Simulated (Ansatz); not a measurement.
The relaxed structure here is a generated cell of ScF3: the first start was made by placing the elements on the sites of a structure type, and the end was not matched to a known phase here, so it may be hypothetical.

The end point of a relaxation of ScF₃. All values below come from PBE (plane waves to 420 eV, PAW, scalar-relativistic; Ansatz, a program for electronic structure).

Im-3m (No. 229), cI8, AFLOW prototype A3B_cI8_229_b_a (as in H3S); a = 4.4681 Å, b = 4.4681 Å, c = 4.4681 Å, α = 90.00°, β = 90.00°, γ = 90.00°.

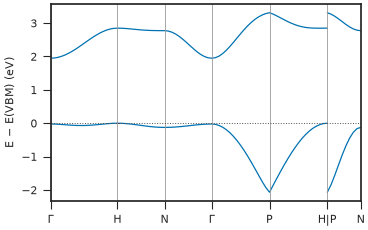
Figure. Highest filled and lowest empty band along the path of this cell's Brillouin zone

Read off the gap and say whether it is direct.

1.95 eV, direct within 0.03 eV (at Γ) (no spin-orbit coupling).

How far does the top valence band disperse along this path?

About 2.1 eV.

No spin polarisation in the result.

The run could not lower the symmetry of its start; a shaken copy of this end point relaxes with PBE to P-1 (No. 2) at a tolerance of 0.01 Å, C2/m (No. 12) at 0.1 Å, 905 meV/atom lower.
